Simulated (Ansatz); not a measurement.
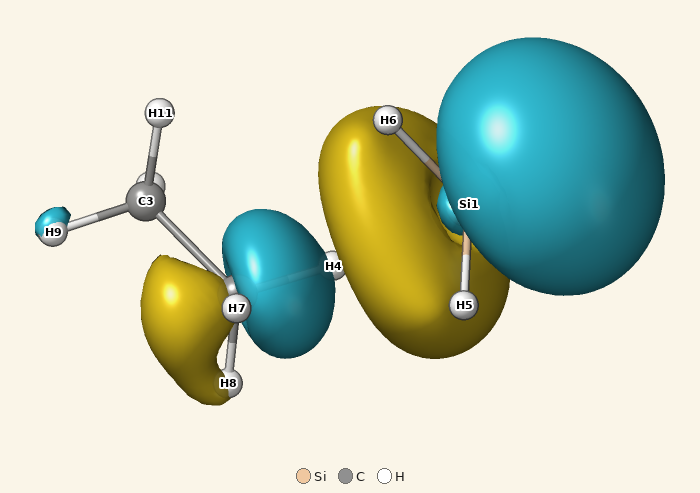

The picture shows: H$_{2}$Si···C$_{2}$H$_{6}$. The LUMO at ±0.1 Å⁻³ᐟ² (yellow and cyan are the two phases), seen at a tilt.

All numbers below come from RKS PBE/def2-SVP in Ansatz 0.2.0.

```xyz
11

Si   -1.7603    1.4848    0.6164
C     0.4580    0.1483   -0.5032
C     0.4971   -1.3564   -0.2910
H    -0.6380    0.4958   -0.5852
H    -0.7113    2.6030    0.8133
H    -1.2368    0.7010    1.8419
H     0.9760    0.7150    0.2912
H     0.8656    0.4694   -1.4834
H     1.5452   -1.7202   -0.3072
H    -0.0569   -1.9018   -1.0808
H     0.0615   -1.6389    0.6879
```

Where does this orbital lie, and at what energy?

By Hirshfeld shares it lies mainly on Si1 (about 70 %) and C2 (about 10 %). Its energy is −2.83 eV.
